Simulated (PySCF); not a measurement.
# C5H7F3O: magnetic properties

What do calculations give for the magnetic properties of C5H7F3O (`CC(=O)CCC(F)(F)F`)?

Programs: PySCF 2.14.0, with routines of our own; each step states its level. All values are computed. Atoms count from 0.

## Step 1: The system as given

16 atoms, charge 0, multiplicity 1; geometry from: GFN2-xTB.

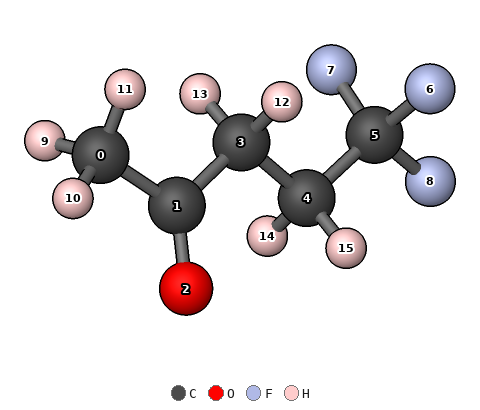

The starting geometry (carbon dark grey, oxygen red, fluorine light blue, hydrogen pink).

## Step 2: Magnetic properties: GIAO BHandHLYP/pcSseg-1

Job settings and geometry (Å):

```
{"job": {"kind": "mag", "xc": "BHandHLYP", "basis": "pcSseg-1", "isotopologues": 0}, "charge": 0, "multiplicity": 1}
C      2.622955     0.226713     0.347441
C      1.333693     0.097174    -0.417582
O      1.280368    -0.016789    -1.613069
C      0.090478     0.109908     0.456802
C     -1.159382    -0.258209    -0.340234
C     -2.399721    -0.158135     0.519455
F     -2.614913     1.089514     0.967468
F     -2.329535    -0.939900     1.610643
F     -3.507301    -0.523983    -0.140239
H      2.889272    -0.753870     0.739559
H      3.418978     0.556953    -0.313975
H      2.518521     0.910881     1.184345
H     -0.016312     1.116294     0.871425
H      0.229920    -0.578713     1.292711
H     -1.088712    -1.280651    -0.714724
H     -1.275907     0.411759    -1.193954
```

Level: GIAO BHandHLYP/pcSseg-1 magnetisability, rotational g tensor and spin-rotation constants, non-relativistic, gas phase.

On the command line:

```sh
> OMP_NUM_THREADS=1 python excited_run.py task.json out
```

The driver reads the jobs from task.json and runs them one after another.

The program printed:

```text
coarse grid: 14120 points
cycle   1  E = -568.8842427305  dE =  1.559e+00  |g| = 1.159e+00  |ddm| = 3.448e+00
cycle   2  E = -568.7334332388  dE =  1.508e-01  |g| = 1.546e+00  |ddm| = 1.938e+00
cycle   3  E = -569.1311362520  dE = -3.977e-01  |g| = 1.735e-01  |ddm| = 1.354e+00
cycle   4  E = -569.1360423623  dE = -4.906e-03  |g| = 7.739e-02  |ddm| = 1.474e-01
cycle   5  E = -569.1370692417  dE = -1.027e-03  |g| = 1.301e-02  |ddm| = 6.808e-02
cycle   6  E = -569.1371027416  dE = -3.350e-05  |g| = 3.771e-03  |ddm| = 1.224e-02
cycle   7  E = -569.1371063053  dE = -3.564e-06  |g| = 9.528e-04  |ddm| = 6.023e-03
final grid: 139664 points
cycle   8  E = -569.1980151815  dE = -2.251e-05  |g| = 4.727e-03  |ddm| = 1.428e-02
cycle   9  E = -569.1980144637  dE =  7.178e-07  |g| = 5.348e-03  |ddm| = 6.225e-03
cycle  10  E = -569.1980193288  dE = -4.865e-06  |g| = 7.017e-04  |ddm| = 3.537e-03
cycle  11  E = -569.1980194104  dE = -8.160e-08  |g| = 2.456e-04  |ddm| = 6.487e-04
cycle  12  E = -569.1980194203  dE = -9.848e-09  |g| = 6.812e-05  |ddm| = 2.394e-04
cycle  13  E = -569.1980194212  dE = -9.584e-10  |g| = 1.184e-05  |ddm| = 5.019e-05
converged SCF energy = -569.1980194212

Magnetisability tensor (1e-30 J/T^2)
    -1210.89        0.12      -11.59
        0.12    -1292.07       23.33
      -11.59       23.33    -1011.46
isotropic -1171.47   principal values   -1294.01  -1211.54  -1008.87
isotropic susceptibility -70.548 1e-6 cm^3/mol

Inertial axes            a          b          c
rot. const./GHz      3.5391     0.7511     0.7035
chi total           -72.079    -61.662    -77.903
chi diamagnetic    -419.173  -1591.747  -1704.410
chi paramagnetic    347.094   1530.085   1626.507
quadrupole/D A       -3.673     -1.120      4.793
g nuclear            0.5419     0.5282     0.5309
g electronic        -0.5771    -0.5399    -0.5376
g total             -0.0352    -0.0117    -0.0067

Spin-rotation constants (kHz, H = +C I.J)
atom  isotope        aa         bb         cc
  6    19F        5.338      0.760      0.600
  7    19F        5.347      0.701      0.679
  8    19F        3.811      1.011      0.792
  9     1H       -0.389     -0.075      0.009
 10     1H        0.033     -0.072     -0.074
 11     1H       -0.396     -0.006     -0.051
 12     1H       -0.347     -0.067     -0.003
 13     1H       -0.360     -0.026     -0.035
 14     1H       -0.357     -0.071      0.000
 15     1H       -0.347     -0.027     -0.037
  0    13C*       0.471      0.127      0.126
  1    13C*       2.057      0.382      0.151
  2    17O*      -2.431     -0.810     -0.013
  3    13C*       0.503      0.150      0.128
  4    13C*       0.555      0.125      0.121
  5    13C*       1.054      0.233      0.224
* in the singly substituted isotopologue
```

Wall time 58 s (1 thread of Arm Neoverse N1, shared host); peak memory 0.88 GiB.

In short:

| quantity | value |
| --- | --- |
| magnetisability | -1171·10⁻³⁰ J/T² |
| molar susceptibility | -70.5·10⁻⁶ cm³/mol |
| rotational g (a, b, c) | -0.0352, -0.0117, -0.0067 |

## Step 3: Magnetic properties: GIAO KT1/6-311G**

Settings changed since step 2:

```diff
@@ -1,2 +1,2 @@
-{"job": {"kind": "mag", "xc": "BHandHLYP", "basis": "pcSseg-1", "isotopologues": 0}, "charge": 0, "multiplicity": 1}
+{"job": {"kind": "mag", "xc": "KT1", "basis": "6-311G**"}, "charge": 0, "multiplicity": 1}
 C      2.622955     0.226713     0.347441
```

Level: GIAO KT1/6-311G** magnetisability, rotational g tensor and spin-rotation constants, non-relativistic, gas phase.

The program printed:

```text
coarse grid: 14120 points
cycle   1  E = -575.4534721190  dE =  1.266e+00  |g| = 1.265e+00  |ddm| = 3.240e+00
cycle   2  E = -574.2856093333  dE =  1.168e+00  |g| = 2.737e+00  |ddm| = 4.942e+00
cycle   3  E = -575.6766013162  dE = -1.391e+00  |g| = 5.169e-01  |ddm| = 4.433e+00
cycle   4  E = -575.7307347541  dE = -5.413e-02  |g| = 1.463e-01  |ddm| = 5.603e-01
cycle   5  E = -575.7337233261  dE = -2.989e-03  |g| = 5.625e-02  |ddm| = 1.171e-01
cycle   6  E = -575.7343700710  dE = -6.467e-04  |g| = 1.273e-02  |ddm| = 4.263e-02
cycle   7  E = -575.7344049440  dE = -3.487e-05  |g| = 3.159e-03  |ddm| = 1.151e-02
cycle   8  E = -575.7344069333  dE = -1.989e-06  |g| = 8.123e-04  |ddm| = 3.596e-03
final grid: 139664 points
cycle   9  E = -575.7594773610  dE = -3.954e-04  |g| = 5.149e-02  |ddm| = 6.254e-02
cycle  10  E = -575.7586217003  dE =  8.557e-04  |g| = 8.880e-02  |ddm| = 8.477e-02
cycle  11  E = -575.7598383092  dE = -1.217e-03  |g| = 1.004e-02  |ddm| = 6.048e-02
cycle  12  E = -575.7598536477  dE = -1.534e-05  |g| = 4.589e-03  |ddm| = 1.437e-02
cycle  13  E = -575.7598573796  dE = -3.732e-06  |g| = 1.089e-03  |ddm| = 4.197e-03
cycle  14  E = -575.7598576711  dE = -2.915e-07  |g| = 8.139e-05  |ddm| = 9.981e-04
cycle  15  E = -575.7598576726  dE = -1.542e-09  |g| = 2.924e-05  |ddm| = 1.174e-04
cycle  16  E = -575.7598576728  dE = -1.448e-10  |g| = 1.032e-05  |ddm| = 3.075e-05
converged SCF energy = -575.7598576728

Magnetisability tensor (1e-30 J/T^2)
    -1192.06       -0.03      -12.74
       -0.03    -1266.54       23.30
      -12.74       23.30     -987.14
isotropic -1148.58   principal values   -1268.48  -1192.82   -984.43
isotropic susceptibility -69.169 1e-6 cm^3/mol

Inertial axes            a          b          c
rot. const./GHz      3.5391     0.7511     0.7035
chi total           -70.898    -60.242    -76.368
chi diamagnetic    -418.290  -1590.331  -1702.443
chi paramagnetic    347.393   1530.090   1626.075
quadrupole/D A       -2.757     -1.110      3.867
g nuclear            0.5419     0.5282     0.5309
g electronic        -0.5776    -0.5399    -0.5374
g total             -0.0357    -0.0117    -0.0066

Spin-rotation constants (kHz, H = +C I.J)
atom  isotope        aa         bb         cc
  6    19F        5.700      0.882      0.716
  7    19F        5.708      0.839      0.793
  8    19F        4.299      1.125      0.917
  9     1H       -0.404     -0.076      0.012
 10     1H        0.031     -0.073     -0.078
 11     1H       -0.407     -0.005     -0.050
 12     1H       -0.359     -0.066      0.000
 13     1H       -0.371     -0.023     -0.034
 14     1H       -0.369     -0.073      0.001
 15     1H       -0.358     -0.026     -0.038
  0    13C*       0.435      0.119      0.120
  1    13C*       1.816      0.346      0.152
  2    17O*      -2.199     -0.731     -0.022
  3    13C*       0.486      0.145      0.125
  4    13C*       0.537      0.121      0.115
  5    13C*       1.067      0.226      0.217
* in the singly substituted isotopologue
```

Run time: 82 s. Hardware: 1 thread of Arm Neoverse N1, shared host; peak memory 0.71 GiB.

Key values:

```
              quantity                      value
       magnetisability           -1149·10⁻³⁰ J/T²
  molar susceptibility         -69.2·10⁻⁶ cm³/mol
rotational g (a, b, c)  -0.0357, -0.0117, -0.0066
```

## Step 4: Magnetic properties side by side

```
                  level  ξ (10⁻³⁰ J/T²)     g(a)     g(b)  gap (eV)  functions  time
GIAO BHandHLYP/pcSseg-1           -1171  -0.0352  -0.0117      9.89        188  58 s
      GIAO KT1/6-311G**           -1149  -0.0357  -0.0117      4.41        204  82 s
```

## Step 5: Results

| quantity | value |
| --- | --- |
| magnetisability (step 2, GIAO BHandHLYP/pcSseg-1) | -1171·10⁻³⁰ J/T² |
| molar susceptibility (step 2, GIAO BHandHLYP/pcSseg-1) | -70.5·10⁻⁶ cm³/mol |
| rotational g (a, b, c) (step 2, GIAO BHandHLYP/pcSseg-1) | -0.0352, -0.0117, -0.0067 |
| magnetisability over the levels | -1171 to -1149·10⁻³⁰ J/T² |

What this shows: The magnetisability spreads by 2.0 % over 2 levels, from GIAO BHandHLYP/pcSseg-1 (58 s) to GIAO KT1/6-311G** (82 s); the runs took 58 s to 82 s. Two levels can agree by chance, so this spread shows no convergence. Vibrational averaging and real surroundings are missing from these values.
